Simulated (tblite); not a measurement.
# C7H9GaO2: frequency calculation

C7H9GaO2, computed with GFN2-xTB harmonic vibrations, gas phase (tblite 0.8.0).

It belongs to a series of runs on one base structure; here: H on C replaced by 2-furyl.

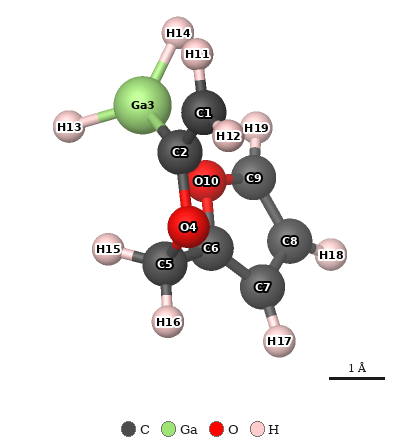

**Figure 1.** The structure as given in the input (ball-and-stick view, seen at an oblique angle; atoms are numbered from 1 in the order of the input). Sticks mark near contacts. Bond lengths as drawn: C–C 1.34 to 1.50 Å, C–Ga 2.02 Å, C–H 1.07 to 1.11 Å, C–O 1.35 to 1.41 Å, Ga–H 1.56 to 1.57 Å and Ga–O 2.15 Å.

Results in brief:

- outcome: converged
- total energy: −785.1315 eV
- zero-point energy: 83.3370 kcal/mol
- hardware: 1 CPU thread, shared host
- wall time: 1.5 s
- peak memory: 0.18 GiB

Input file:
```
{"job": {"kind": "ir", "xc": "GFN2-xTB", "basis": "xTB"}, "charge": 0, "multiplicity": 1}
C      2.856268    -0.440463    -1.398004
C      1.917484    -0.167535    -0.488794
Ga     1.066990     1.659896    -0.381450
O      1.443025    -1.214932     0.289972
C      0.414870    -0.846705     1.177903
C     -0.843789    -0.473904     0.460240
C     -2.034757    -1.104511     0.281996
C     -2.819237    -0.263604    -0.551012
C     -2.054627     0.818878    -0.832971
O     -0.852294     0.704746    -0.220863
H      3.248043     0.362378    -2.005726
H      3.268552    -1.428259    -1.538783
H      0.906675     2.465259     0.957552
H      0.872523     2.455175    -1.703481
H      0.739437     0.005354     1.802921
H      0.230567    -1.716571     1.812825
H     -2.327335    -2.050828     0.688610
H     -3.816600    -0.455053    -0.890390
H     -2.225599     1.699931    -1.422513
```

The first line tells a small driver script what to run in tblite; the rest is the geometry in Å.

Run as:
```bash
OMP_NUM_THREADS=1 python <driver script> task.json out
```

What the program printed:
```
mode    cm-1     km/mol
  1      52.7      0.07
  2      75.5      0.50
  3     140.1      6.34
  4     151.3      2.27
  5     159.9      7.57
  6     226.4      2.08
  7     291.1      5.49
  8     301.1      7.30
  9     339.2      3.63
 10     370.5     14.16
 11     415.9     34.82
 12     453.3    100.20
 13     519.5    214.23
 14     565.0     71.53
 15     580.8     10.50
 16     615.9      4.51
 17     721.6    159.30
 18     726.7    135.72
 19     733.4    110.59
 20     754.1     18.74
 21     828.1     14.47
 22     844.8     53.45
 23     848.5      0.26
 24     854.9      0.92
 25     877.6      7.73
 26     926.1     60.16
 27     961.2      3.66
 28    1039.3     26.07
 29    1051.5    102.53
 30    1096.6     46.57
 31    1114.0     22.33
 32    1132.7     61.07
 33    1180.6     44.69
 34    1208.8      1.79
 35    1235.5     31.53
 36    1300.6      3.96
 37    1355.3      6.96
 38    1364.9      2.91
 39    1414.7     11.34
 40    1491.3     34.88
 41    1602.6      3.70
 42    1605.6    282.70
 43    1623.6     91.66
 44    1696.0    507.09
 45    2799.3     37.36
 46    2984.9     12.97
 47    3048.0     11.78
 48    3087.1     45.93
 49    3148.7      0.56
 50    3184.9      3.70
 51    3193.1      2.49
```

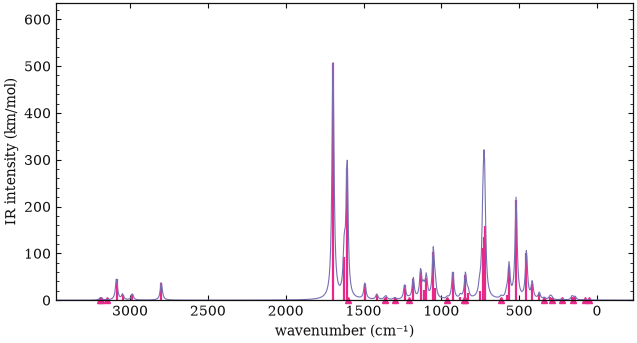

**Figure 2.** Harmonic infrared spectrum, unscaled: sticks (degenerate modes added up, dark ones marked on the axis) with a Lorentzian envelope of 16 cm⁻¹ full width, scaled to the tallest stick. 51 modes from 53 to 3193 cm⁻¹, none imaginary. The strongest line is at 1696 cm⁻¹ (507 km/mol).
